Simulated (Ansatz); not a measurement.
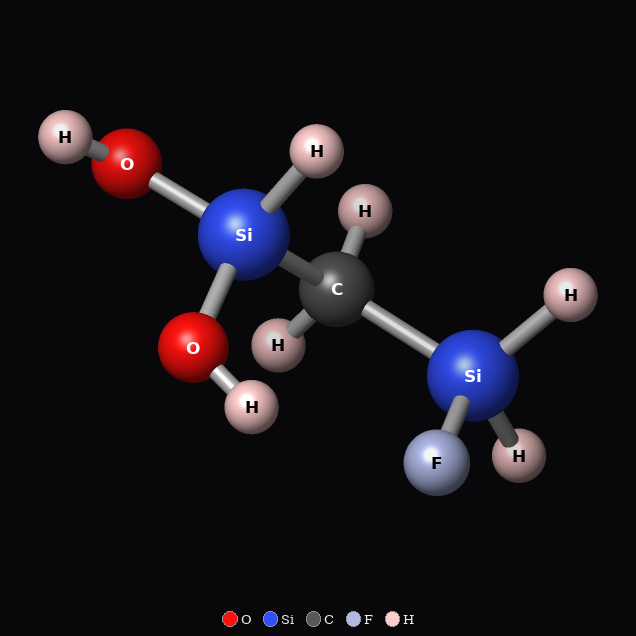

The computed structure is the end point of a PBE0-D4/def2-TZVP optimisation. No frequency run is at hand to confirm it as a minimum. Level of theory: RKS r2SCAN-D4/def2-TZVPP (Ansatz 0.2.0).

> What is the HOMO–LUMO gap?

6.92 eV.

> Give the dipole moment at this level.

0.89 D.

> What is the HOMO energy (Kohn–Sham orbital)?

−7.28 eV.

> Give the dispersion correction at this level.

−7.4 kJ/mol.
